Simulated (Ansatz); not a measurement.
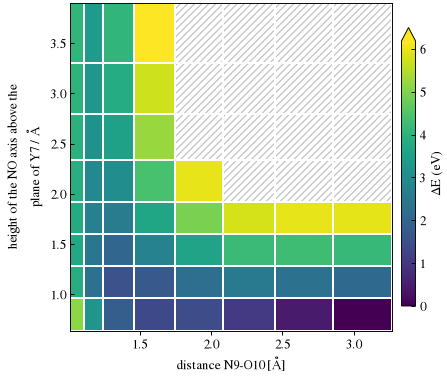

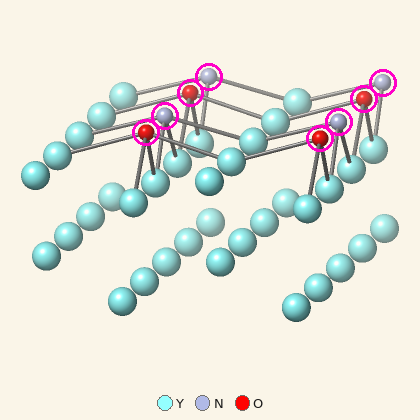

Energy landscape of NO on a Y(100) slab cut from the P6_3/mmc phase, its upper half relaxed before the scan (8 atoms of substrate and one adsorbate in a 2 × 1 cell). 
- NO lies flat over one site of a rigid substrate while its bond length and height are varied; it sits over a hollow of the top layer over the deeper atom Y5, heights counted from the top plane, its axis along the first surface vector.
- Coordinates scanned: (1) distance N9-O10; (2) height of the NO axis above the plane of Y7.
- Grid: 8 × 8 points. At 15 points there is no value (left out: too close to the surface, or the stretched molecule far from it).
- Points are written as (first, second).
- All energies are given in eV relative to the lowest grid point.
- Energies and slopes of some neighbouring points disagree (a jump in structure or state, or too coarse a mesh).
- All numbers below come from DFT PBE, scalar-relativistic, plane waves, PAW (Ansatz). Settings: cutoff 420 eV, k-mesh 4×5×1, gaussian smearing 0.1 eV, spin-polarised.

Drawn: one coloured cell a grid point, one colour for all values above the top of the scale, hatched blanks where no value was computed. The second picture is the structure at the lowest point; rings mark the moved atoms.

**Summarise what can be read from the map.**

The lowest grid point is at (3.060 Å, 0.80 Å). It lies at the edge of the scanned range, so the true minimum may lie outside. The highest grid point, (1.591 Å, 3.60 Å), lies 6.19 eV above the lowest.

The input of one point:

```yaml
crystal:
  lattice:
    - [7.3129608294, 0.0, 0.0]
    - [0.0, 5.6740148911, 0.0]
    - [0.0, 0.0, 21.998075801]
  atoms:
    - { symbol: "Y", position: [0.0, 0.75, 0.1818340857] }
    - { symbol: "Y", position: [0.5, 0.75, 0.1818340857] }
    - { symbol: "Y", position: [0.25, 0.25, 0.2298171449] }
    - { symbol: "Y", position: [0.75, 0.25, 0.2298171449] }
    - { symbol: "Y", position: [0.25, 0.75, 0.3130925673] }
    - { symbol: "Y", position: [0.75, 0.75, 0.3130925673] }
    - { symbol: "Y", position: [0.0, 0.25, 0.3635807001] }
    - { symbol: "Y", position: [0.5, 0.25, 0.3635807001] }
    - { symbol: "N", position: [0.0407824155, 0.75, 0.3999475173], spin: 1.0 }
    - { symbol: O, position: [0.4592175845, 0.75, 0.3999475173] }
basis:
  ecutwfc: 420
kpoints:
  mp_grid: { grid: [4, 5, 1] }
hamiltonian:
  xc: pbe
scf:
  occupations: { method: gaussian, width: 0.1 }
output:
  forces: true
  eigenvalues: true
  populations: true
magnetization:
  spin_polarized: true
efield:
  axis: 3
  dipole_correction: true
  ramp_width: 0.04
```

Each point was launched as `ansatz run input.yaml --threads 4 --pin off --max-ram 12288MiB --backend cpu --events-out ev --progress --plain --runs-dir out`. The whole map (49 points run) took 22 min on 4 threads of AMD EPYC 9R45 96-Core Processor (Zen 5), with other jobs on the host.
